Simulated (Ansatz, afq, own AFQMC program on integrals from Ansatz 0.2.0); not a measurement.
**GeNH (triplet): quantum Monte Carlo beside coupled cluster at distance Ge1–N2 = 3.462 Å, cc-pVDZ, part 1 of 2**

How near does AFQMC come to the top of the ladder for GeNH (triplet)?

Method: cc-pVDZ, frozen cores; program: Ansatz 0.2.0, Gaussian basis, and an in-house AFQMC program (afq) on its integrals; all values are calculated.

To be run: PBE (unrestricted); r2SCAN (unrestricted); PBE0 (unrestricted); B3LYP (unrestricted); wB97M-V (unrestricted); B2PLYP (unrestricted); CCSD(T) on ROHF; CCSDT(Q) on ROHF; Phaseless AFQMC, CISD trial on ROHF; Phaseless AFQMC, single-determinant trial on ROHF; CCSD(T) on UHF; CCSDT(Q) on UHF; Phaseless AFQMC, CISD trial on UHF.

4 further runs of the same task are left out: 4 that didn't finish.

## (1) What is computed

The geometry derives from a PBE0/def2-TZVP stationary point (not a proven minimum). One bond is set to the value named and the two fragments are kept rigid. No spin-orbit coupling is included. The filled d shell of Ge may be among the frozen orbitals whatever the setting's name suggests; the logs give the count.

3 atoms, charge 0, spin multiplicity 3.

Atoms are counted from 1 here; the program's logs count them from 0.

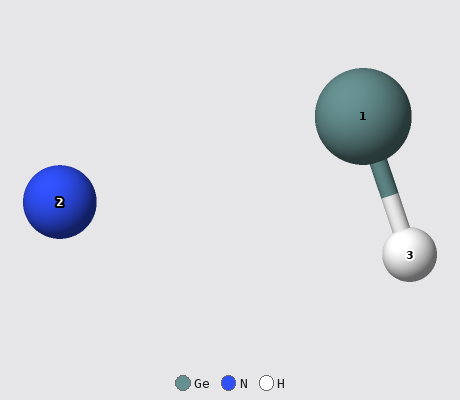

The geometry (germanium teal, nitrogen blue, hydrogen white); atoms are numbered from 1 in the order of the file.

## (2) PBE (unrestricted)

Input file in.yaml:

```yaml
crystal:
  periodic: [false, false, false]
  atoms:
    - {symbol: Ge, position_ang: [0.000000, -0.038108, 0.551280]}
    - {symbol: N, position_ang: [0.000000, 0.085573, -2.908510]}
    - {symbol: H, position_ang: [0.000000, 1.557185, 0.688184]}
basis:
  gaussian: {orbitals: cc-pVDZ}
magnetization: {spin_polarized: true, initial_magnetization: 2}
hamiltonian: {xc: {name: PBE}}
output: {orbitals: {seedname: orbitals}}
```

Command:

```
$ ansatz run in.yaml --threads 1 --pin off --events-out ev --progress --plain --max-ram 1382MiB
```

Log:

```text
Functional definition: PBE
  name "PBE"
  cite "Perdew, Burke & Ernzerhof, Phys. Rev. Lett. 77, 3865 (1996) doi:10.1103/PhysRevLett.77.3865"
  parent pbe
  parameter kappa = 0.804
  parameter beta = 0.06672455060314922
  exchange = pbe_x(kappa = kappa, mu = beta*pi^2/3)
  correlation = pbe_c(beta = beta)
511 factors; integrals over basis functions are off by at most 1.1e-3 eV
mean field evaluation 1: about -57998.8071 eV, gradient 2.8e1 eV
mean field evaluation 2: about -57826.8488 eV, gradient 7.2e1 eV
mean field evaluation 4: about -58003.9088 eV, gradient 1.6e1 eV
mean field evaluation 8: about -58006.6854 eV, gradient 8.5e-1 eV
mean field evaluation 16: about -58006.6915 eV, gradient 1.3e-4 eV
mean field evaluation 32: about -58006.6915 eV, gradient 2.0e-3 eV
mean field evaluation 64: about -58006.6241 eV, gradient 1.3e0 eV
mean field evaluation 96: about -58006.6861 eV, gradient 1.5e-1 eV
mean field evaluation 128: about -58005.3246 eV, gradient 7.2e0 eV
mean field -58006.69153316 eV, -2131.7065954960 hartree, gradient 6.5e-6 eV, S^2 2.723812; 10 other end points of the search recorded, 0 dependent functions left out
reference -58006.69155908 eV, -2131.7065964484 hartree; 21, 19 occupied and 25, 27 virtual orbitals, 511 factors
Total energy: -58006.69155908 eV, -2131.7065964484 hartree
```

Wall time 3.2 s (1 thread of Intel Xeon 6975P-C (Granite Rapids), shared host).

From the report: ⟨S²⟩ of the determinant 2.724 (pure triplet: 2.00). The determinant is far from a pure spin state, so its energy mixes those of several spin states (harmless only where they are near-degenerate, as at dissociation).

## (3) r2SCAN (unrestricted)

in.yaml, as its differences from that of step 2:

```diff
@@ -9,3 +9,2 @@
 magnetization: {spin_polarized: true, initial_magnetization: 2}
-hamiltonian: {xc: {name: PBE}}
-output: {orbitals: {seedname: orbitals}}
+hamiltonian: {xc: {name: r2SCAN}}
```

Same command.

Log, shortened:

```text
Functional definition: r2SCAN
  name "r2SCAN"
  cite "Furness, Kaplan, Ning, Perdew & Sun, J. Phys. Chem. Lett. 11, 8208 (2020) doi:10.1021/acs.jpclett.0c02405"
  cite "Furness, Kaplan, Ning, Perdew & Sun, J. Phys. Chem. Lett. 11, 9248 (2020) doi:10.1021/acs.jpclett.0c03077"
  parent r2scan
[...]
511 factors; integrals over basis functions are off by at most 1.1e-3 eV
[...]
mean field -58016.16756761 eV, -2132.0548333389 hartree, gradient 2.7e-6 eV, S^2 2.848840; 6 other end points of the search recorded, 0 dependent functions left out
reference -58016.16757628 eV, -2132.0548336576 hartree; 21, 19 occupied and 25, 27 virtual orbitals, 511 factors
Total energy: -58016.16757628 eV, -2132.0548336576 hartree
```

Run time: 3.7 s. Hardware: 1 thread of Intel Xeon 6975P-C (Granite Rapids), shared host.

From the report: ⟨S²⟩ of the determinant 2.849 (pure triplet: 2.00). The determinant is far from a pure spin state, so its energy mixes those of several spin states (harmless only where they are near-degenerate, as at dissociation).

## (4) PBE0 (unrestricted)

in.yaml, as its differences from that of step 3:

```diff
@@ -9,2 +9,3 @@
 magnetization: {spin_polarized: true, initial_magnetization: 2}
-hamiltonian: {xc: {name: r2SCAN}}
+hamiltonian: {xc: {name: PBE0}}
+output: {orbitals: {seedname: orbitals}}
```

Same command.

Log, shortened:

```text
Functional definition: PBE0
  name "PBE0"
  cite "Adamo & Barone, J. Chem. Phys. 110, 6158 (1999) doi:10.1063/1.478522"
  cite "Perdew, Burke & Ernzerhof, Phys. Rev. Lett. 77, 3865 (1996) doi:10.1103/PhysRevLett.77.3865"
  parent pbe
[...]
511 factors; integrals over basis functions are off by at most 1.1e-3 eV
[...]
mean field -58008.39436676 eV, -2131.7691734764 hartree, gradient 1.4e-6 eV, S^2 2.873355; 3 other end points of the search recorded, 0 dependent functions left out
reference -58008.39438621 eV, -2131.7691741911 hartree; 21, 19 occupied and 25, 27 virtual orbitals, 511 factors
Total energy: -58008.39438621 eV, -2131.7691741911 hartree
```

Run time: 1.6 s. Hardware: 1 thread of Intel Xeon 6975P-C (Granite Rapids), shared host.

From the report: ⟨S²⟩ of the determinant 2.873 (pure triplet: 2.00). The determinant is far from a pure spin state, so its energy mixes those of several spin states (harmless only where they are near-degenerate, as at dissociation).

## (5) B3LYP (unrestricted)

in.yaml, as its differences from that of step 4:

```diff
@@ -9,3 +9,2 @@
 magnetization: {spin_polarized: true, initial_magnetization: 2}
-hamiltonian: {xc: {name: PBE0}}
-output: {orbitals: {seedname: orbitals}}
+hamiltonian: {xc: {name: B3LYP}}
```

Launched as before.

Log, shortened:

```text
Functional definition: B3LYP
  name "B3LYP"
  cite "Stephens, Devlin, Chabalowski & Frisch, J. Phys. Chem. 98, 11623 (1994) doi:10.1021/j100096a001"
  cite "Becke, Phys. Rev. A 38, 3098 (1988) doi:10.1103/PhysRevA.38.3098"
  cite "Lee, Yang & Parr, Phys. Rev. B 37, 785 (1988) doi:10.1103/PhysRevB.37.785"
  cite "Vosko, Wilk & Nusair, Can. J. Phys. 58, 1200 (1980) doi:10.1139/p80-159"
[...]
511 factors; integrals over basis functions are off by at most 1.1e-3 eV
[...]
mean field -58018.61573597 eV, -2132.1448018666 hartree, gradient 8.1e-6 eV, S^2 2.823422; 5 other end points of the search recorded, 0 dependent functions left out
reference -58018.61591590 eV, -2132.1448084789 hartree; 21, 19 occupied and 25, 27 virtual orbitals, 511 factors
Total energy: -58018.61591590 eV, -2132.1448084789 hartree
```

It took 2.4 s on 1 thread of Intel Xeon 6975P-C (Granite Rapids), shared host.

From the report: ⟨S²⟩ of the determinant 2.823 (pure triplet: 2.00). The determinant is far from a pure spin state, so its energy mixes those of several spin states (harmless only where they are near-degenerate, as at dissociation).

## (6) wB97M-V (unrestricted)

in.yaml, as its differences from that of step 5:

```diff
@@ -9,2 +9,3 @@
 magnetization: {spin_polarized: true, initial_magnetization: 2}
-hamiltonian: {xc: {name: B3LYP}}
+hamiltonian: {xc: {name: wB97M-V}}
+output: {orbitals: {seedname: orbitals}}
```

Launched as before.

Log, shortened:

```text
Functional definition: wB97M-V
  name "wB97M-V"
  cite "Mardirossian & Head-Gordon, J. Chem. Phys. 144, 214110 (2016) doi:10.1063/1.4952647"
  cite "Becke, J. Chem. Phys. 107, 8554 (1997) doi:10.1063/1.475007"
  cite "Vydrov & Van Voorhis, J. Chem. Phys. 133, 244103 (2010) doi:10.1063/1.3521275"
  # Of w^i u^j: cxij and so on, Table III.
[...]
  gx(w, u) = 1 - cx + cx01*u + cx10*w
  gss(w, u) = css00 + css04*u^4 + css10*w + css20*w^2 + css43*w^4*u^3
  gos(w, u) = cos00 + cos10*w + (cos20 + cos21*u)*w^2 + (cos60 + cos61*u)*w^6
[...]
      + integral(e_c_pw_mod_opposite_spin*gos(b97_w_opposite, b97_u_opposite)) + vv10(b, c)
511 factors; integrals over basis functions are off by at most 1.1e-3 eV
132 factors; integrals over basis functions are off by at most 1.6e-5 eV
[...]
mean field -58013.66581616 eV, -2131.9628956687 hartree, gradient 8.4e-6 eV, S^2 2.909576; 2 other end points of the search recorded, 0 dependent functions left out
reference -58013.66584587 eV, -2131.9628967607 hartree; 21, 19 occupied and 25, 27 virtual orbitals, 511 factors
Total energy: -58013.66584587 eV, -2131.9628967607 hartree
```

Wall time 6.5 s (1 thread of Intel Xeon 6975P-C (Granite Rapids), shared host).

From the report: ⟨S²⟩ of the determinant 2.910 (pure triplet: 2.00). The determinant is far from a pure spin state, so its energy mixes those of several spin states (harmless only where they are near-degenerate, as at dissociation).

## (7) B2PLYP (unrestricted)

in.yaml, as its differences from that of step 6:

```diff
@@ -9,3 +9,3 @@
 magnetization: {spin_polarized: true, initial_magnetization: 2}
-hamiltonian: {xc: {name: wB97M-V}}
-output: {orbitals: {seedname: orbitals}}
+hamiltonian: {xc: {name: B2PLYP}}
+correlation: {electrons: outside_noble_gas}
```

Launched as before.

Log, shortened:

```text
Functional definition: B2PLYP
  name "B2PLYP"
  cite "Grimme, J. Chem. Phys. 124, 034108 (2006) doi:10.1063/1.2148954"
  cite "Becke, Phys. Rev. A 38, 3098 (1988) doi:10.1103/PhysRevA.38.3098"
  cite "Lee, Yang & Parr, Phys. Rev. B 37, 785 (1988) doi:10.1103/PhysRevB.37.785"
[...]
511 factors; integrals over basis functions are off by at most 1.1e-3 eV
[...]
mean field -58003.45290000 eV, -2131.5875779224 hartree, gradient 8.2e-7 eV, S^2 2.933827; 5 other end points of the search recorded, 0 dependent functions left out
15 core orbitals not correlated: weight in the atoms' cores, before any rotation towards them, 0.999 or more for the frozen orbitals, at most 0.000 for the correlated occupied ones
reference -58003.45301355 eV, -2131.5875820954 hartree; 6, 4 occupied and 25, 27 virtual orbitals, 511 factors
second order -4.49830467 eV of doubles, -0.00000000 eV of singles
Total energy: -58004.66755581 eV, -2131.6322157003 hartree
```

It took 2.5 s on 1 thread of Intel Xeon 6975P-C (Granite Rapids), shared host.

From the report: ⟨S²⟩ of the determinant 2.934 (pure triplet: 2.00). The determinant is far from a pure spin state, so its energy mixes those of several spin states (harmless only where they are near-degenerate, as at dissociation).

## (8) CCSD(T) on ROHF

in.yaml, as its differences from that of step 7:

```diff
@@ -8,4 +8,3 @@
   gaussian: {orbitals: cc-pVDZ}
-magnetization: {spin_polarized: true, initial_magnetization: 2}
-hamiltonian: {xc: {name: B2PLYP}}
-correlation: {electrons: outside_noble_gas}
+magnetization: {spin_polarized: false, initial_magnetization: 2}
+correlation: {method: ccsd_t, electrons: outside_noble_gas, hamiltonian_folder: ham}
```

Launched as before.

Log, shortened:

```text
Functional definition: HF
  name "HF"
  cite "Fock, Z. Phys. 61, 126 (1930) doi:10.1007/BF01340294"
  parent pbe
[...]
511 factors; integrals over basis functions are off by at most 1.1e-3 eV
[...]
mean field -57963.59975847 eV, -2130.1230019846 hartree, gradient 1.5e-6 eV, S^2 2.000000; 25 other end points of the search recorded, 0 dependent functions left out
[...]
determinant -57963.59975847 eV, -2130.1230019846 hartree, with singles and doubles -57970.81191854 eV, -2130.3880439787 hartree
determinant -57963.31861336 eV, -2130.1126700923 hartree, with singles and doubles -57968.73493674 eV, -2130.3117163054 hartree
determinant -57963.31040024 eV, -2130.1123682659 hartree, with singles and doubles -57968.72479539 eV, -2130.3113436176 hartree
determinant -57963.29050234 eV, -2130.1116370317 hartree, with singles and doubles -57968.73193382 eV, -2130.3116059501 hartree
[...]
determinant -57962.86323496 eV, -2130.0959352451 hartree, with singles and doubles -57970.75113203 eV, -2130.3858101155 hartree
determinant -57962.86323496 eV, -2130.0959352451 hartree, with singles and doubles -57971.70609927 eV, -2130.4209045144 hartree
unrestricted determinant -57967.16798249 eV, -2130.2541317990 hartree, S^2 3.0182
15 core orbitals not correlated: weight in the atoms' cores, before any rotation towards them, 1.000 or more for the frozen orbitals, at most 0.000 for the correlated occupied ones
reference -57963.59975847 eV, -2130.1230019846 hartree; 6, 4 occupied and 25, 27 virtual orbitals, 511 factors
second order -5.52709226 eV of doubles, -0.13881178 eV of singles
cycle   1  -5.99366459 eV  change    -1.2e0 eV  update   1.4e-1
[...]
cycle  28  -8.09673868 eV  change    8.2e-7 eV  update   2.7e-6
perturbative correction -0.18815624 eV, -0.0069146145 hartree
WARN: these amplitudes may be one of several solutions (largest doubles amplitude 0.14, level shift 4.10 eV)
Total energy: -57971.88465339 eV, -2130.4274662572 hartree
```

Wall time 17 s (1 thread of Intel Xeon 6975P-C (Granite Rapids), shared host).

From the report: correlation -8.2849 eV; T1 0.235; largest double amplitude 0.14. The report flags that the cluster equations may have other roots.

This run also writes the integrals to the folder ham.

## (9) CCSDT(Q) on ROHF

in.yaml, as its differences from that of step 8:

```diff
@@ -9,2 +9,2 @@
 magnetization: {spin_polarized: false, initial_magnetization: 2}
-correlation: {method: ccsd_t, electrons: outside_noble_gas, hamiltonian_folder: ham}
+correlation: {method: ccsdt_q, electrons: outside_noble_gas}
```

Same command.

Log, shortened:

```text
Functional definition: HF
  name "HF"
  cite "Fock, Z. Phys. 61, 126 (1930) doi:10.1007/BF01340294"
  parent pbe
[...]
847 factors; integrals over basis functions are off by at most 1.3e-7 eV
[...]
mean field -57963.59977811 eV, -2130.1230027066 hartree, gradient 1.6e-6 eV, S^2 2.000000; 25 other end points of the search recorded, 0 dependent functions left out
[...]
determinant -57963.59977811 eV, -2130.1230027066 hartree, with singles and doubles -57970.81195188 eV, -2130.3880452038 hartree
determinant -57963.31868022 eV, -2130.1126725496 hartree, with singles and doubles -57968.73501358 eV, -2130.3117191291 hartree
determinant -57963.31046991 eV, -2130.1123708263 hartree, with singles and doubles -57968.72487069 eV, -2130.3113463848 hartree
determinant -57963.29055499 eV, -2130.1116389665 hartree, with singles and doubles -57968.73199388 eV, -2130.3116081574 hartree
[...]
determinant -57962.86326941 eV, -2130.0959365111 hartree, with singles and doubles -57970.75116682 eV, -2130.3858113943 hartree
determinant -57962.86326941 eV, -2130.0959365111 hartree, with singles and doubles -57971.70616294 eV, -2130.4209068542 hartree
unrestricted determinant -57967.16803101 eV, -2130.2541335819 hartree, S^2 3.0182
15 core orbitals not correlated: weight in the atoms' cores, before any rotation towards them, 1.000 or more for the frozen orbitals, at most 0.000 for the correlated occupied ones
reference -57963.59977811 eV, -2130.1230027066 hartree; 6, 4 occupied and 25, 27 virtual orbitals, 847 factors
second order -5.52714433 eV of doubles, -0.13881219 eV of singles
cycle   1  -5.99367549 eV  change    -1.2e0 eV  update   1.5e-1
[...]
cycle  48  -8.29050517 eV  change    2.7e-7 eV  update   2.4e-7
perturbative correction -0.04221866 eV, -0.0015515071 hartree
WARN: these amplitudes may be one of several solutions (largest doubles amplitude 0.50, level shift 4.10 eV)
Total energy: -57971.93250195 eV, -2130.4292246594 hartree
```

Wall time 41 s (1 thread of Intel Xeon 6975P-C (Granite Rapids), shared host); peak memory 0.37 GiB.

From the report: correlation -8.3327 eV; T1 0.148; largest double amplitude 0.50. The report flags that the cluster equations may have other roots.

## (10) Phaseless AFQMC, CISD trial on ROHF

It reads the integrals that the CCSD(T) run on this determinant wrote.

Command:

```
$ afq ham --method phaseless --trial cisd --walkers 60 --populations 1 --least-time 40 --time-step 0.005 --steps-per-block 50 --equilibration-blocks 40 --max-blocks 300 --target-error 0.00076 --factor-cut 1e-05 --start spin_pure --seed 3382 --release-times 0.24,0.51,0.99,1.62,2.4 --release-step 0.03 --release-every 4 --taylor-order 6
```

Log:

```text
orbitals 31  electrons 6 4  factors 209 of 511
reference energy -2130.12300198 Eh
CCSD correlation -0.29754953 Eh in 23 cycles, weight of the determinant in the CISD state 0.3764
energy of the start -2130.420550 Eh
 block  time / (1/Eh)  mean weight  energy / Eh
     1     0.250  0.9999  -2130.413200
     2     0.500  1.0014  -2130.412255
     3     0.750  0.9986  -2130.412799
     4     1.000  0.9985  -2130.421631
     5     1.250  0.9996  -2130.427969
     6     1.500  0.9996  -2130.435137
     7     1.750  1.0002  -2130.421423
     8     2.000  0.9989  -2130.416484
     9     2.250  0.9985  -2130.426678
    10     2.500  1.0010  -2130.431459
    17     4.250  1.0000  -2130.423188
    25     6.250  1.0012  -2130.419538
    33     8.250  1.0005  -2130.416424
    41    10.250  1.0014  -2130.425801
    49    12.250  1.0005  -2130.414915
    57    14.250  0.9995  -2130.410376
    65    16.250  1.0000  -2130.421870
    73    18.250  1.0015  -2130.446764
    81    20.250  0.9981  -2130.434303
    89    22.250  0.9993  -2130.416295
    97    24.250  0.9990  -2130.425774
   105    26.250  1.0009  -2130.431123
   113    28.250  1.0026  -2130.425415
   121    30.250  1.0017  -2130.422074
   129    32.250  0.9992  -2130.418600
   137    34.250  1.0010  -2130.430489
   145    36.250  0.9992  -2130.436292
   153    38.250  1.0000  -2130.422397
   161    40.250  1.0010  -2130.423239
   169    42.250  1.0020  -2130.420086
   177    44.250  1.0035  -2130.420958
   185    46.250  1.0007  -2130.414660
   193    48.250  0.9986  -2130.449038
   201    50.250  0.9995  -2130.426324
   209    52.250  1.0029  -2130.410969
   217    54.250  1.0010  -2130.421632
   225    56.250  0.9973  -2130.406434
   233    58.250  1.0005  -2130.424123
   241    60.250  0.9999  -2130.412162
   249    62.250  1.0030  -2130.416730
   257    64.250  1.0008  -2130.443848
   265    66.250  0.9978  -2130.438038
   273    68.250  0.9992  -2130.422973
   281    70.250  1.0004  -2130.428039
   289    72.250  0.9939  -2130.440372
   297    74.250  0.9998  -2130.422420
   305    76.250  0.9996  -2130.405383
   313    78.250  1.0074  -2130.440607
   321    80.250  0.9997  -2130.416611
   329    82.250  0.9990  -2130.420529
   337    84.250  1.0004  -2130.404333
blocks merged  error / Eh  count
     1  0.000658  300
     2  0.000787  150
     4  0.000907  75
     8  0.001064  37
    16  0.001151  18
    32  0.001152  9
released: time / (1/Eh)  energy / Eh  error  mean overlap
  0.24  -2130.421415  0.001120  1.0008
  0.51  -2130.424027  0.001141  1.0046
  0.99  -2130.422648  0.001352  1.0066
  1.62  -2130.426889  0.001734  0.9907
  2.40  -2130.427236  0.001869  0.9959
energy -2130.423463 +/- 0.001151 Eh
```

Wall time 3.1 min (1 thread of Intel Xeon 6975P-C (Granite Rapids), shared host).

Energy -57971.7757 ± 0.0313 eV. Caveats: constraint bias not in the error; error above the target; other roots.

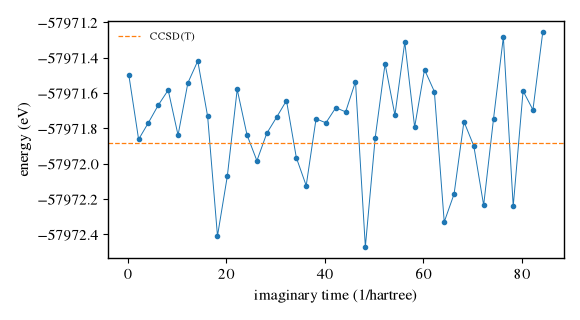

Block energies along the walk.

## (11) Phaseless AFQMC, single-determinant trial on ROHF

It reads the integrals that the CCSD(T) run on this determinant wrote.

Command:

```
$ afq ham --method phaseless --trial hf --walkers 120 --populations 1 --least-time 40 --time-step 0.005 --steps-per-block 20 --equilibration-blocks 160 --max-blocks 600 --target-error 0.00228 --factor-cut 1e-05 --start spin_pure --seed 9810 --taylor-order 6
```

Log:

```text
orbitals 31  electrons 6 4  factors 209 of 511
reference energy -2130.12300198 Eh
CCSD correlation -0.29754953 Eh in 23 cycles, weight of the determinant in the CISD state 0.3764
energy of the start -2130.123009 Eh
 block  time / (1/Eh)  mean weight  energy / Eh
     1     0.100  1.0017  -2130.166117
     2     0.200  1.0016  -2130.202328
     3     0.300  1.0021  -2130.231814
     4     0.400  1.0005  -2130.248643
     5     0.500  1.0016  -2130.257240
     6     0.600  1.0010  -2130.271152
     7     0.700  0.9999  -2130.286867
     8     0.800  1.0014  -2130.291842
     9     0.900  0.9996  -2130.295303
    10     1.000  1.0001  -2130.303683
    20     2.000  0.9989  -2130.313678
    39     3.900  1.0019  -2130.371875
    58     5.800  1.0006  -2130.364290
    77     7.700  0.9982  -2130.352926
    96     9.600  1.0001  -2130.360627
   115    11.500  0.9989  -2130.366884
   134    13.400  0.9989  -2130.388448
   153    15.300  0.9963  -2130.412353
   172    17.200  1.0014  -2130.408341
   191    19.100  1.0004  -2130.396115
   210    21.000  1.0013  -2130.364373
   229    22.900  1.0004  -2130.412950
   248    24.800  0.9987  -2130.379278
   267    26.700  0.9995  -2130.398378
   286    28.600  0.9984  -2130.369337
   305    30.500  0.9984  -2130.402641
   324    32.400  0.9996  -2130.397373
   343    34.300  0.9998  -2130.336716
   362    36.200  1.0000  -2130.377208
   381    38.100  1.0003  -2130.378164
   400    40.000  1.0005  -2130.369058
   419    41.900  1.0024  -2130.367309
   438    43.800  1.0009  -2130.374755
   457    45.700  0.9969  -2130.333880
   476    47.600  1.0021  -2130.397117
   495    49.500  0.9987  -2130.353846
   514    51.400  0.9997  -2130.397188
   533    53.300  1.0013  -2130.383269
   552    55.200  0.9984  -2130.391589
   571    57.100  1.0028  -2130.404335
   590    59.000  0.9985  -2130.346427
   609    60.900  0.9993  -2130.370632
   628    62.800  1.0016  -2130.397262
   647    64.700  0.9986  -2130.375407
   666    66.600  1.0022  -2130.346776
   685    68.500  1.0014  -2130.349013
   704    70.400  0.9999  -2130.443247
   723    72.300  1.0021  -2130.385832
   742    74.200  1.0026  -2130.466954
blocks merged  error / Eh  count
     1  0.001158  600
     2  0.001521  300
     4  0.001986  150
     8  0.002550  75
    16  0.003069  37
    32  0.003398  18
    64  0.004067  9
energy -2130.379767 +/- 0.003398 Eh
```

Wall time 1.9 min (1 thread of Intel Xeon 6975P-C (Granite Rapids), shared host).

Energy -57970.5867 ± 0.0925 eV. Caveats: constraint bias not in the error; other roots.

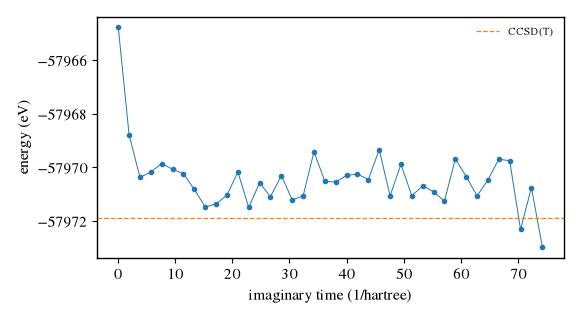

Block energies along the walk.

(Continued in part 2 of 2.)
